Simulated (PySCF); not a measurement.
# [NdF4]−: forces at shaken geometries

How stiff is [NdF4]−? Its atoms are displaced at random by several amounts. It is a constructed species; whether it can be made isn't addressed.

Computed with PySCF 2.14.0. Level: TPSS, Nd lcecp-1-SVP with ECP49, F def2-SVP; scalar-relativistic core potentials, no spin–orbit coupling.

3 further runs of the same task are left out: 2 for a known fault of the program, 1 that didn't finish.

## 1. The system as given

5 atoms, charge -1, spin multiplicity 1.

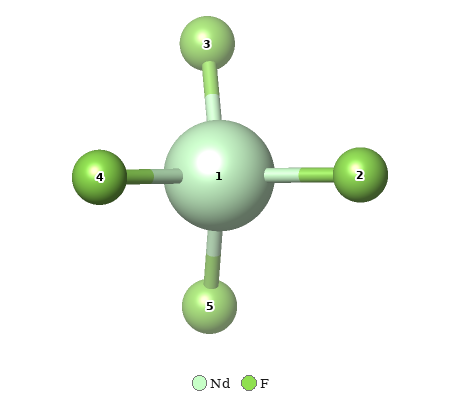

The geometry (neodymium light green, fluorine green); atoms are numbered from 1 in the order of the file.

Geometry (Å):

```xyz
5
charge -1, multiplicity 1
Nd    0.0000    0.0000    0.0000
F     1.2375    1.2375    1.2375
F    -1.2375   -1.2375    1.2375
F     1.2375   -1.2375   -1.2375
F    -1.2375    1.2375   -1.2375
```

Formal oxidation states: Nd +3. Each metal's 3 4f electrons lie in its core potential, so multiplicities, spins and levels count the valence alone. An earlier session relaxed this geometry at TPSS, Nd lcecp-1-SVP with ECP49, F def2-SVP (singlet, point group Td).

Its energy there is -433.414101 Eh.

## 2. Atoms moved at random, σ = 0.15 Å

Contents of run.py (the lines that set the calculation):

```python
mol = gto.M(atom='''
Nd    -0.22116     0.11950     0.01002
F      1.35847     1.39937     1.17392
F     -1.36513    -1.27793     1.19293
F      1.20618    -1.46448    -0.92367
F     -0.97836     1.22353    -1.45320''',
    basis={'Nd': 'lcecp-1-SVP', 'F': 'def2-SVP'},
    ecp={'Nd': 'lcecp-1-SVP'},
    charge=-1, spin=0)
mf = dft.RKS(mol, xc='TPSS')
mf.grids.atom_grid = (50, 194)  # f atoms: unpruned, at least (60, 302)
mf = mf.density_fit()  # fitting sets: Nd AutoAux, F def2-universal-JKFIT
mf.conv_tol = 1e-08; mf.max_cycle = 55
mf.kernel(dm0)  # dm0: the density of the relaxed state
```

Run with:

```bash
OMP_NUM_THREADS=2 python run.py
```

Output:

```text
init E= -433.320732730378
  HOMO = -0.142848619224581  LUMO = 0.0726534419798952  gap/eV = 5.86411
cycle= 1 E= -433.37689131911  delta_E= -0.0562  |g|= 0.163  |ddm|= 0.813
  HOMO = -0.0350294310967654  LUMO = 0.109581846915468  gap/eV = 3.93507
cycle= 2 E= -433.355941669851  delta_E= 0.0209  |g|= 0.376  |ddm|= 0.457
  HOMO = -0.0736022931288126  LUMO = 0.11010781465604  gap/eV = 4.99901
cycle= 3 E= -433.382207851226  delta_E= -0.0263  |g|= 0.0388  |ddm|= 0.316
  HOMO = -0.0739338902056094  LUMO = 0.108793657367617  gap/eV = 4.97227
cycle= 4 E= -433.382502879129  delta_E= -0.000295  |g|= 0.00947  |ddm|= 0.0469
  HOMO = -0.0744469526532072  LUMO = 0.108766250055453  gap/eV = 4.98549
cycle= 5 E= -433.382516635816  delta_E= -1.38e-05  |g|= 0.00526  |ddm|= 0.0102
  HOMO = -0.0745017641267365  LUMO = 0.108758990530475  gap/eV = 4.98678
cycle= 6 E= -433.382521507832  delta_E= -4.87e-06  |g|= 0.00081  |ddm|= 0.00377
  HOMO = -0.0746064112563084  LUMO = 0.108762497964456  gap/eV = 4.98972
cycle= 7 E= -433.382521638448  delta_E= -1.31e-07  |g|= 0.000275  |ddm|= 0.000863
  HOMO = -0.0746051664578712  LUMO = 0.108759959893685  gap/eV = 4.98962
cycle= 8 E= -433.38252165091  delta_E= -1.25e-08  |g|= 7.23e-05  |ddm|= 0.000238
  HOMO = -0.0746094293101527  LUMO = 0.108757766725727  gap/eV = 4.98968
cycle= 9 E= -433.382521651974  delta_E= -1.06e-09  |g|= 1.39e-05  |ddm|= 7.43e-05
  HOMO = -0.074608150124389  LUMO = 0.10875805345033  gap/eV = 4.98965
Extra cycle  E= -433.382521651838  delta_E= 1.36e-10  |g|= 3.1e-05  |ddm|= 3.06e-05
converged SCF energy = -433.382521651838
```

Run time: 4.5 s. Hardware: 2 threads of Arm Neoverse V1, shared host.

Result: E = -433.382522 Eh (+0.859 eV from the relaxed state), HOMO -2.03 eV, LUMO 2.96 eV, Mulliken charge on Nd1 +0.91 e, largest force component 4.510 eV/Å. 

| atom | Fx | Fy | Fz (eV/Å) |
| --- | --- | --- | --- |
| Nd1 | 4.510 | -2.608 | 2.675 |
| F2 | -1.508 | -0.939 | -0.871 |
| F3 | -0.226 | 0.422 | -0.143 |
| F4 | -1.269 | 1.410 | 0.624 |
| F5 | -1.507 | 1.716 | -2.286 |

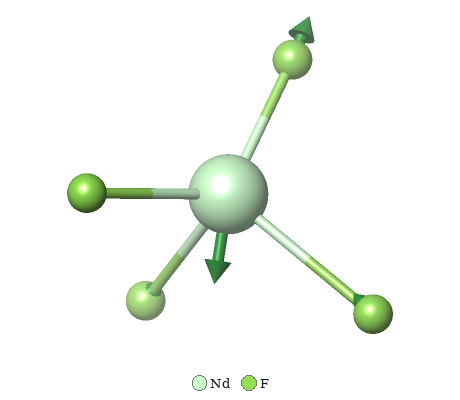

Forces as arrows, the longest for the largest force.

## 3. Atoms moved at random, σ = 0.03 Å

Contents of run.py (the lines that set the calculation):

```python
mol = gto.M(atom='''
Nd    -0.02848    -0.04689    -0.05929
F      1.23572     1.18695     1.25975
F     -1.24061    -1.19827     1.30175
F      1.25112    -1.21513    -1.23580
F     -1.21775     1.27334    -1.26641''',
    basis={'Nd': 'lcecp-1-SVP', 'F': 'def2-SVP'},
    ecp={'Nd': 'lcecp-1-SVP'},
    charge=-1, spin=0)
mf = dft.RKS(mol, xc='TPSS')
mf.grids.atom_grid = (50, 194)  # f atoms: unpruned, at least (60, 302)
mf = mf.density_fit()  # fitting sets: Nd AutoAux, F def2-universal-JKFIT
mf.conv_tol = 1e-08; mf.max_cycle = 55
mf.kernel(dm0)  # dm0: the density of the relaxed state
```

Run with:

```bash
OMP_NUM_THREADS=2 python run.py
```

Output:

```text
init E= -433.405663444797
  HOMO = -0.105970259980006  LUMO = 0.116577999907218  gap/eV = 6.05585
cycle= 1 E= -433.411312246516  delta_E= -0.00565  |g|= 0.0412  |ddm|= 0.229
  HOMO = -0.0887211856455313  LUMO = 0.119465937221129  gap/eV = 5.66506
cycle= 2 E= -433.410047639657  delta_E= 0.00126  |g|= 0.0939  |ddm|= 0.111
  HOMO = -0.0968672714196408  LUMO = 0.119512514464471  gap/eV = 5.88799
cycle= 3 E= -433.411698458252  delta_E= -0.00165  |g|= 0.00613  |ddm|= 0.0675
  HOMO = -0.0969549160174862  LUMO = 0.119442494890958  gap/eV = 5.88847
cycle= 4 E= -433.411705740783  delta_E= -7.28e-06  |g|= 0.00283  |ddm|= 0.00841
  HOMO = -0.0973098101543949  LUMO = 0.119435879777239  gap/eV = 5.89795
cycle= 5 E= -433.411707109754  delta_E= -1.37e-06  |g|= 0.00114  |ddm|= 0.00273
  HOMO = -0.097264448020896  LUMO = 0.119434442757615  gap/eV = 5.89668
cycle= 6 E= -433.411707337015  delta_E= -2.27e-07  |g|= 0.000139  |ddm|= 0.00081
  HOMO = -0.0972843884168954  LUMO = 0.119434255517305  gap/eV = 5.89721
cycle= 7 E= -433.411707340187  delta_E= -3.17e-09  |g|= 6.96e-05  |ddm|= 0.000142
  HOMO = -0.0972823478562126  LUMO = 0.119433345745495  gap/eV = 5.89713
Extra cycle  E= -433.411707336628  delta_E= 3.56e-09  |g|= 0.000158  |ddm|= 0.000158
converged SCF energy = -433.411707336628
```

It took 4.1 s on 2 threads of Arm Neoverse V1, shared host.

Read off: E = -433.411707 Eh (+0.065 eV from the relaxed state), HOMO -2.65 eV, LUMO 3.25 eV, Mulliken charge on Nd1 +0.91 e, largest force component 1.236 eV/Å. 

| atom | Fx | Fy | Fz (eV/Å) |
| --- | --- | --- | --- |
| Nd1 | -0.046 | 1.015 | 1.236 |
| F2 | -0.445 | -0.444 | -0.538 |
| F3 | 0.061 | 0.011 | -0.221 |
| F4 | 0.415 | -0.486 | -0.467 |
| F5 | 0.015 | -0.097 | -0.010 |

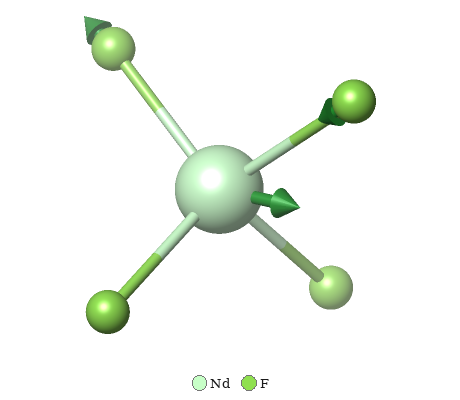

Forces as arrows, the longest for the largest force.

## 4. Atoms moved at random, σ = 0.15 Å

Contents of run.py (the lines that set the calculation):

```python
mol = gto.M(atom='''
Nd    -0.12599    -0.12939     0.16976
F      1.34027     1.06778     1.30918
F     -1.13376    -1.28024     1.21835
F      1.17119    -1.00589    -1.43711
F     -1.25170     1.34774    -1.26017''',
    basis={'Nd': 'lcecp-1-SVP', 'F': 'def2-SVP'},
    ecp={'Nd': 'lcecp-1-SVP'},
    charge=-1, spin=0)
mf = dft.RKS(mol, xc='TPSS')
mf.grids.atom_grid = (50, 194)  # f atoms: unpruned, at least (60, 302)
mf = mf.density_fit()  # fitting sets: Nd AutoAux, F def2-universal-JKFIT
mf.conv_tol = 1e-08; mf.max_cycle = 55
mf.kernel(dm0)  # dm0: the density of the relaxed state
```

Run with:

```bash
OMP_NUM_THREADS=2 python run.py
```

Output:

```text
init E= -433.3782844285
  HOMO = -0.131265659918976  LUMO = 0.0903393424285852  gap/eV = 6.03018
cycle= 1 E= -433.348362512285  delta_E= 0.0299  |g|= 0.225  |ddm|= 0.772
  HOMO = -0.0203358429621683  LUMO = 0.10975713320347  gap/eV = 3.54001
cycle= 2 E= -433.305826712817  delta_E= 0.0425  |g|= 0.535  |ddm|= 0.683
  HOMO = -0.0687139898431028  LUMO = 0.112447643159367  gap/eV = 4.92966
cycle= 3 E= -433.360018602369  delta_E= -0.0542  |g|= 0.0609  |ddm|= 0.428
  HOMO = -0.0655419916043311  LUMO = 0.112537799146232  gap/eV = 4.84580
cycle= 4 E= -433.3606176987  delta_E= -0.000599  |g|= 0.04  |ddm|= 0.0869
  HOMO = -0.0694159063168398  LUMO = 0.112341760472191  gap/eV = 4.94588
cycle= 5 E= -433.360886568998  delta_E= -0.000269  |g|= 0.00597  |ddm|= 0.0279
  HOMO = -0.069297549974733  LUMO = 0.112348837026509  gap/eV = 4.94285
cycle= 6 E= -433.360892229648  delta_E= -5.66e-06  |g|= 0.00247  |ddm|= 0.00542
  HOMO = -0.0694914688908845  LUMO = 0.11235946236091  gap/eV = 4.94842
cycle= 7 E= -433.360893288164  delta_E= -1.06e-06  |g|= 0.000574  |ddm|= 0.00206
  HOMO = -0.0694867558308924  LUMO = 0.112368162710123  gap/eV = 4.94852
cycle= 8 E= -433.360893352222  delta_E= -6.41e-08  |g|= 7.39e-05  |ddm|= 0.000569
  HOMO = -0.0694920027133406  LUMO = 0.112365575436758  gap/eV = 4.94860
cycle= 9 E= -433.36089335297  delta_E= -7.48e-10  |g|= 5.23e-05  |ddm|= 9.55e-05
  HOMO = -0.0694841116165695  LUMO = 0.112365106902381  gap/eV = 4.94837
Extra cycle  E= -433.360893350536  delta_E= 2.43e-09  |g|= 0.000127  |ddm|= 0.00013
converged SCF energy = -433.360893350536
```

It took 4.5 s on 2 threads of Arm Neoverse V1, shared host.

Read off: E = -433.360893 Eh (+1.448 eV from the relaxed state), HOMO -1.89 eV, LUMO 3.06 eV, Mulliken charge on Nd1 +0.85 e, largest force component 6.848 eV/Å. 

| atom | Fx | Fy | Fz (eV/Å) |
| --- | --- | --- | --- |
| Nd1 | 5.334 | 6.848 | -6.813 |
| F2 | -0.687 | -0.556 | -0.142 |
| F3 | -4.454 | -5.169 | 4.625 |
| F4 | -0.727 | 0.054 | 1.004 |
| F5 | 0.535 | -1.177 | 1.326 |

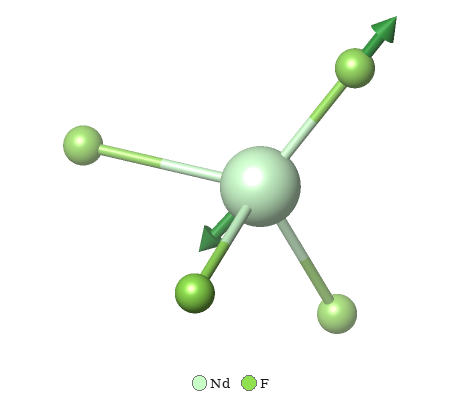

Forces as arrows, the longest for the largest force.

## 5. The displacements side by side

| σ (Å) | energy rise (eV) | harmonic estimate −½ F·u (eV) | largest force component (eV/Å) |
| --- | --- | --- | --- |
| 0.15 | 0.859 | 0.775 | 4.51 |
| 0.03 | 0.065 | 0.066 | 1.24 |
| 0.15 | 1.448 | 1.669 | 6.85 |

Every displacement raises the energy. For a harmonic well the rise equals −½ F·u; the two differ by at most 15 % here (a move with σ = 0.15 Å), from anharmonicity, the grid and the small forces left at the relaxed point. These are double-zeta-type bases without diffuse functions. Spin–orbit coupling is left out.
